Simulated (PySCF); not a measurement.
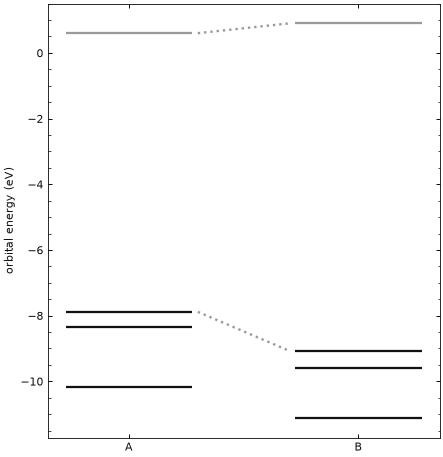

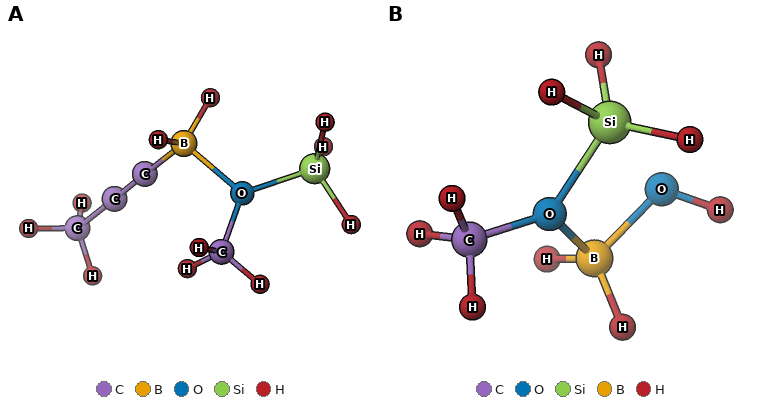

Related molecules: A is C₄H₁₁BOSi, SMILES CC#C[BH2-][O+](C)[SiH3]; B is CH₉BO₂Si, SMILES C[O+]([SiH3])[BH2-]O. Frontier orbital energies, CAM-B3LYP/def2-SVPD in PySCF 2.14.0, at a GFN2-xTB geometry (no frequency check); drawn are at most three filled levels and, in grey, the LUMO with any level within 0.03 eV of it; dotted lines join the HOMOs and the LUMOs.

What does the change do to the frontier levels?

Answer. From A to B the HOMO falls by 1.19 eV and the LUMO rises by 0.30 eV, so the separation goes from 8.49 to 9.98 eV.

Caveats, for all or some of the runs: empty levels above zero depend strongly on the basis; one conformer of a flexible molecule; the tight-binding geometry is rougher than a DFT one and adds to the error.
